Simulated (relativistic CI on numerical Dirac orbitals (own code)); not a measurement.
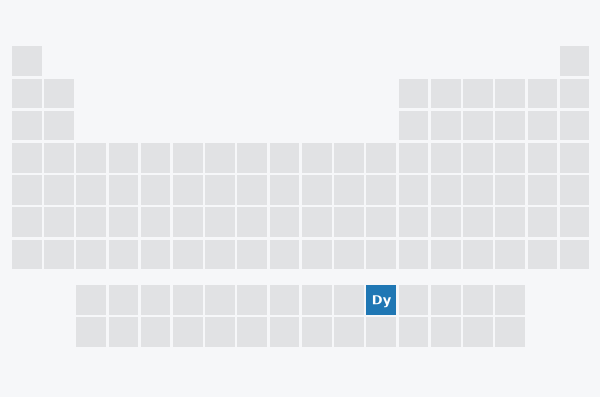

Figure 1. The place of dysprosium in the periodic table.

Dy²⁸⁺: relativistic CI calculation

Dy²⁸⁺. Level asked for: Dirac-Coulomb-Breit CI, KLI orbitals optimised for each configuration, model QED (radiative potential, 1s self-energy scaled to tabulated hydrogen-like ionisation energies), numerical settings as typed (relativistic CI on numerical Dirac orbitals, in-house).

## Input file
```
atom Dy  Z=66  charge=28  electrons=38
nucleus A=164  rms_radius_fm=5.2218
hamiltonian dirac-coulomb  breit=on  qed=on  c_scale=1
orbitals kli  potential=per-configuration
slater_scale 1
correlation none
mixing on
grid step=0.0125 r_max=5.1
scf mixing=0.4 start=green max_iterations=50 tolerance=2e-08 node_fill=0.05
configurations
  [Ar] 3d10 4s2 4d11
end
```

Hardware: 1 CPU thread, shared host.

The run was one of a batch that the task file lists, launched with:
```bash
python <driver script> task.json out
```

The program writes its results to a structured record and prints no log; tables and figures of this report are taken from that record.

## What the run reported

```tsv
quantity	value
outcome	refused by the program
```

## Diagnosis

The input is odd on purpose: configuration. The program refused the input; the driver noted: configuration [Ar] 3d10 4s2 4d11: a shell holds more than 4l+2 electrons.
